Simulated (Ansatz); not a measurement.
**GeH3O (SMILES [O][GeH3]): UCAM-B3LYP/def2-TZVP**

What is the electronic atomisation energy of GeH3O at UCAM-B3LYP/def2-TZVP? 

Program for the calculation: Ansatz 0.2.0.

53 further runs of the same task are left out: 1 that didn't finish, 52 set aside as unsound or not needed. Runs told in other sessions of the task aren't counted.

## Step 1: The system as given

GeH3O: 5 atoms, total charge 0, spin state doublet. SMILES: `[O][GeH3]`. The coordinates come from a PBE0-D4/def2-TZVP relaxation.

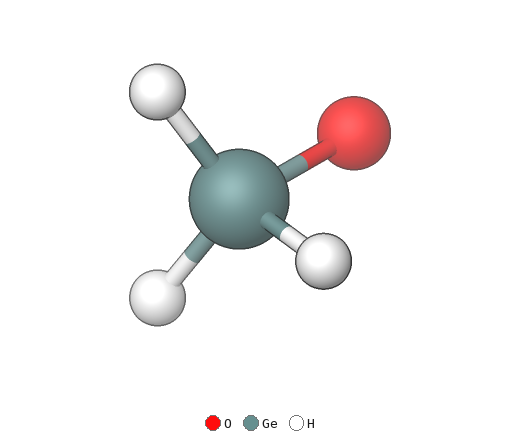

The structure, seen from a chosen angle (oxygen red, germanium teal, hydrogen white).

## Step 2: A single-point energy at UCAM-B3LYP/def2-TZVP

The input, input.yaml:

```yaml
crystal:
  periodic: [false, false, false]
  atoms:
    - {symbol: O, position_ang: [-1.443900, 0.418600, 0.777300]}
    - {symbol: Ge, position_ang: [0.072300, -0.056300, -0.056900]}
    - {symbol: H, position_ang: [-0.162200, -0.091200, -1.574700]}
    - {symbol: H, position_ang: [0.548000, -1.418100, 0.471500]}
    - {symbol: H, position_ang: [1.035700, 1.073400, 0.341400]}
basis:
  gaussian: {orbitals: def2-TZVP}
magnetization: {spin_polarized: true, initial_magnetization: 1}
hamiltonian: {xc: {name: CAM-B3LYP}}
accuracy: high
output: {orbitals: {seedname: orbitals}}
```

On the command line:

```sh
$ ansatz run input.yaml --threads 1 --pin off --max-ram 3480MiB --events-out events.jsonl --progress --plain --runs-dir runs
```

Standard output:

```text
Warning: RAYON_NUM_THREADS=1 ignored (pool sized by the plan → 1); use --threads N
Functional definition: CAM-B3LYP
  name "CAM-B3LYP"
  parameter alpha = 0.19
  parameter beta = 0.46
  parameter omega = 0.33/bohr
  parameter ac = 0.81
  exchange = (1 - alpha - beta)*b88_x + beta*b88_x_sr(omega) + alpha*exact_x + beta*exact_x_lr(omega)
  correlation = (1 - ac)*vwn5_c + ac*lyp_c
1610 factors; integrals over basis functions are off by at most 4.7e-9 eV
315 factors; integrals over basis functions are off by at most 2.4e-9 eV
mean field evaluation 1: about -58608.0240 eV, gradient 4.2e1 eV
mean field evaluation 2: about -58584.2652 eV, gradient 8.7e1 eV
mean field evaluation 4: about -58615.3763 eV, gradient 3.6e0 eV
mean field evaluation 8: about -58615.5303 eV, gradient 4.8e-1 eV
mean field evaluation 16: about -58615.5335 eV, gradient 3.4e-3 eV
mean field evaluation 32: about -58615.5335 eV, gradient 6.1e-7 eV
mean field -58615.53347769 eV, -2154.0811242696 hartree, gradient 4.5e-8 eV, S^2 0.753984; 2 other end points of the search recorded, 0 dependent functions left out
reference -58615.53349535 eV, -2154.0811249184 hartree; 22, 21 occupied and 75, 76 virtual orbitals, 1610 factors
Total energy: -58615.53349535 eV, -2154.0811249184 hartree
```

Wall time 24 s (1 thread of Arm Neoverse V1, shared host); peak memory 0.43 GiB.

## Step 3: The Ge atom at the same level

The input, input.yaml:

```yaml
crystal:
  periodic: [false, false, false]
  atoms:
    - symbol: Ge
      position_ang: [0.000000, 0.000000, 0.000000]
basis:
  gaussian:
    orbitals: def2-TZVP
magnetization:
  spin_polarized: true
  initial_magnetization: 2
hamiltonian:
  xc: {name: CAM-B3LYP}
accuracy: high
```

Run the same way, it converges to -2077.03810 Eh (log not shown).

## Step 4: The H atom, same level

The input, molecule.yaml:

```yaml
crystal:
  periodic: [false, false, false]
  atoms:
    - {symbol: H, position_ang: [0.000000, 0.000000, 0.000000]}
basis:
  gaussian: {orbitals: def2-TZVP}
magnetization: {spin_polarized: true, initial_magnetization: 1}
hamiltonian: {xc: {name: CAM-B3LYP}}
accuracy: high
```

Run the same way, it converges to -0.49881 Eh (log not shown).

## Step 5: The O atom at the same level

The input, job.yaml:

```yaml
basis:
  gaussian:
    orbitals: def2-TZVP
crystal:
  periodic: [false, false, false]
  atoms:
    - {symbol: O, position_ang: [0.000000, 0.000000, 0.000000]}
accuracy: high
magnetization:
  spin_polarized: true
  initial_magnetization: 2
hamiltonian:
  xc: {name: CAM-B3LYP}
```

Run the same way, it converges to -75.07326 Eh (log not shown).

## Step 6: What came out

At UCAM-B3LYP/def2-TZVP:

| quantity | value |
| --- | --- |
| molecule: total energy | -2154.08112 Eh |
| molecule: HOMO energy (highest over α and β) | -9.86 eV |
| molecule: LUMO energy (lowest over α and β) | -2.97 eV |
| molecule: ⟨S²⟩ | 0.754 |
| Ge atom: total energy | -2077.03810 Eh |
| Ge atom: ⟨S²⟩ | 2.003 |
| H atom: total energy | -0.49881 Eh |
| H atom: ⟨S²⟩ | 0.750 |
| O atom: total energy | -75.07326 Eh |
| O atom: ⟨S²⟩ | 2.003 |
| electronic atomisation energy | 12.880 eV |

What this shows: Taking the molecule apart into free atoms costs 12.88 eV (1243 kJ/mol), before zero-point energy and without spin-orbit coupling.
